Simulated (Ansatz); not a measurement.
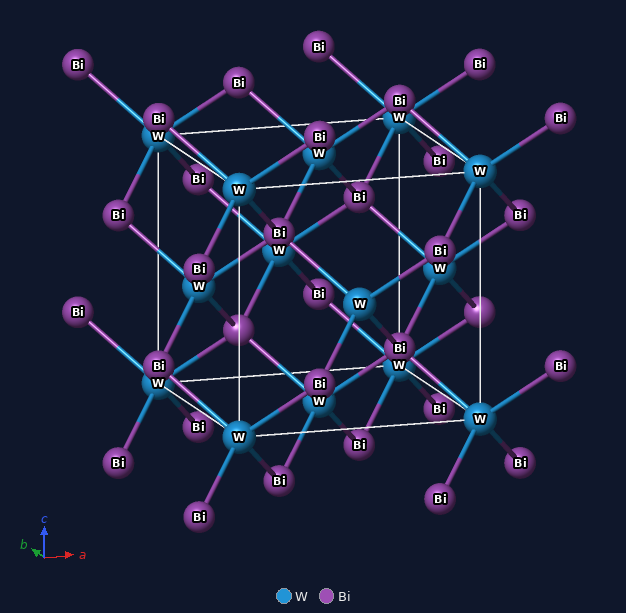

Ball-and-stick drawing of the structure, looking slightly off an axis. The conventional unit cell is drawn as a box. The first bonded neighbours in the surrounding cells are also shown.

BiW, zinc blende (sphalerite type), space group F-43m (No. 216), a = 6.337 Å, b = 6.337 Å, c = 6.337 Å, α = 90.00°, β = 90.00°, γ = 90.00°. Provenance: a structure type filled with these elements by a generator (whether the compound takes this form wasn't checked). Earlier steps of the study, as a rule a relaxation of our own, may have changed the cell and positions, so they can lie some per cent off the listed ones. It was run through Ansatz as a DFT input.

This one geometry was computed with Ansatz (DFT, plane waves, PAW) at five levels of theory: PBE with spin-orbit coupling, LDA, r2SCAN, PBE and PBEsol.

**Which level gives the highest pressure at this volume, and what does that say about its equilibrium volume?**

Highest: PBE with spin-orbit coupling (0.4 GPa) and PBE (0.0 GPa), which points to the largest equilibrium volume. Lowest, with the smallest volume: LDA (-4.8 GPa). Levels within 0.5 GPa of each other can't be told apart.

**How does the band gap change with the level of theory?**

All levels give a metal.

**Collect the results in a table.**

| level | cutoff (eV) | k-mesh of the run's cell | gap (eV) | pressure (GPa) |
| --- | --- | --- | --- | --- |
| PBE with spin-orbit coupling | 420 | 10×10×10 | metal | 0.4 |
| LDA | 420 | 10×10×10 | metal | -4.8 |
| r2SCAN | 500 | 10×10×10 | metal | -1.8 |
| PBE | 420 | 10×10×10 | metal | 0.0 |
| PBEsol | 420 | 10×10×10 | metal | -3.1 |

Gaps are taken on the k-mesh or band path of each run.
